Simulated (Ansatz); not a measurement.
# TiH4O4 (SMILES O[Ti](O)(O)O) at HF/def2-SVP

Aim: the energy change on altering one bond length of TiH4O4 at HF/def2-SVP, from 2 runs. 

The calculation is run with Ansatz 0.2.0.

1 further run of the same task is left out (set aside as unsound or not needed).

## 1. Starting point

TiH4O4 has 9 atoms, charge 0, and is taken as a singlet. As SMILES, `O[Ti](O)(O)O`. The shape is that of a PBE0-D4/def2-TZVP optimisation. This is one conformer, not always the lowest.

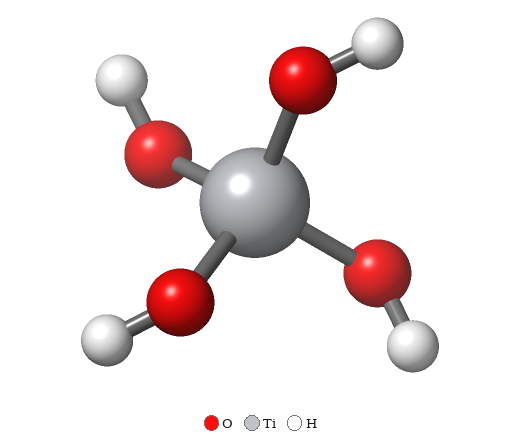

Viewed from a chosen angle; oxygen red, titanium light grey, hydrogen white.

## 2. A single-point energy at HF/def2-SVP

in.yaml

```yaml
crystal:
  periodic: [false, false, false]
  atoms:
    - {symbol: O, position_ang: [-0.125250, 1.268390, -1.272730]}
    - {symbol: Ti, position_ang: [0.000070, 0.000090, -0.000050]}
    - {symbol: O, position_ang: [1.651710, -0.715310, -0.066120]}
    - {symbol: O, position_ang: [-1.235630, -1.279200, -0.283830]}
    - {symbol: O, position_ang: [-0.290490, 0.726280, 1.622320]}
    - {symbol: H, position_ang: [-0.813470, 1.413950, -1.922910]}
    - {symbol: H, position_ang: [2.270980, -0.885970, 0.644480]}
    - {symbol: H, position_ang: [-1.123140, -2.176250, -0.600550]}
    - {symbol: H, position_ang: [-0.334770, 1.648010, 1.879390]}
basis:
  gaussian: {orbitals: def2-SVP}
accuracy: high
hamiltonian: {xc: hf}
output: {orbitals: {seedname: orbitals}}
```

Command:

```sh
$ ansatz run in.yaml --threads 1 --pin off --max-ram 3480MiB --events-out events.jsonl --progress --plain --runs-dir runs
```

Log:

```text
Warning: RAYON_NUM_THREADS=1 ignored (pool sized by the plan → 1); use --threads N
Functional definition: HF
  name "HF"
  exchange = exact_x
  correlation = 0
2461 factors; integrals over basis functions are off by at most 4.3e-9 eV
mean field evaluation 1: about -31282.4007 eV, gradient 7.7e1 eV
mean field evaluation 2: about -31282.5109 eV, gradient 7.7e1 eV
mean field evaluation 4: about -31293.5606 eV, gradient 7.1e0 eV
mean field evaluation 8: about -31293.7267 eV, gradient 1.3e-1 eV
mean field evaluation 16: about -31293.7269 eV, gradient 1.8e-8 eV
mean field -31293.72687964 eV, -1150.0232511768 hartree, gradient 1.8e-8 eV, S^2 0.000000; 0 other end points of the search recorded, 0 dependent functions left out
reference -31293.72687964 eV, -1150.0232511768 hartree; 29, 29 occupied and 78, 78 virtual orbitals, 2461 factors
Total energy: -31293.72687964 eV, -1150.0232511768 hartree
```

It took 7.5 s on 1 thread of Intel Xeon Platinum 8259CL at 2.50GHz (Skylake/Cascade Lake), shared host; peak memory 0.39 GiB.

## 3. The distorted shape at the same level

in.yaml

```yaml
crystal:
  periodic: [false, false, false]
  atoms:
    - {symbol: O, position_ang: [-0.187912, 1.902563, -1.909093]}
    - {symbol: Ti, position_ang: [0.000070, 0.000090, -0.000050]}
    - {symbol: O, position_ang: [1.651710, -0.715310, -0.066120]}
    - {symbol: O, position_ang: [-1.235630, -1.279200, -0.283830]}
    - {symbol: O, position_ang: [-0.290490, 0.726280, 1.622320]}
    - {symbol: H, position_ang: [-0.876132, 2.048123, -2.559273]}
    - {symbol: H, position_ang: [2.270980, -0.885970, 0.644480]}
    - {symbol: H, position_ang: [-1.123140, -2.176250, -0.600550]}
    - {symbol: H, position_ang: [-0.334770, 1.648010, 1.879390]}
basis:
  gaussian: {orbitals: def2-SVP}
magnetization: {spin_polarized: false, initial_magnetization: 0}
hamiltonian: {xc: hf}
accuracy: high
output: {orbitals: {seedname: orbitals}}
```

Command:

```sh
$ ansatz run in.yaml --threads 1 --pin off --max-ram 3480MiB --events-out events.jsonl --progress --plain --runs-dir runs
```

Log:

```text
Warning: RAYON_NUM_THREADS=1 ignored (pool sized by the plan → 1); use --threads N
[... 4 set-up lines as earlier in the session ...]
2422 factors; integrals over basis functions are off by at most 2.5e-8 eV
mean field evaluation 1: about -31275.8283 eV, gradient 8.1e1 eV
mean field evaluation 2: about -31275.9186 eV, gradient 8.1e1 eV
mean field evaluation 4: about -31288.0415 eV, gradient 3.0e1 eV
mean field evaluation 8: about -31289.9163 eV, gradient 3.5e-1 eV
mean field evaluation 16: about -31289.9617 eV, gradient 6.9e-7 eV
mean field -31289.96172224 eV, -1149.8848841945 hartree, gradient 2.5e-8 eV, S^2 0.000000; 0 other end points of the search recorded, 0 dependent functions left out
reference -31289.96172224 eV, -1149.8848841945 hartree; 29, 29 occupied and 78, 78 virtual orbitals, 2422 factors
Total energy: -31289.96172224 eV, -1149.8848841945 hartree
```

Run time: 6.6 s. Hardware: 1 thread of Intel Xeon Platinum 8259CL at 2.50GHz (Skylake/Cascade Lake), shared host; peak memory 0.36 GiB.

## 4. Outcome

Level: HF/def2-SVP.

| quantity | value |
| --- | --- |
| first shape: total energy | -1150.02325 Eh |
| first shape: HOMO energy | -13.20 eV |
| first shape: LUMO energy | 1.65 eV |
| first shape: HOMO–LUMO gap | 14.85 eV |
| distorted shape: total energy | -1149.88488 Eh |
| distorted shape: HOMO energy | -9.54 eV |
| distorted shape: LUMO energy | 0.67 eV |
| distorted shape: HOMO–LUMO gap | 10.21 eV |
| energy change with the O1–Ti2 bond stretched from 1.801 to 2.702 Å | 3.765 eV |

**Reading.** With the O1–Ti2 bond stretched from 1.801 to 2.702 Å the energy rises by 3.77 eV (87 kcal/mol). The first shape isn't relaxed at this level, so the change isn't measured from a minimum. A restricted reference can't describe the breaking bond well at this length.
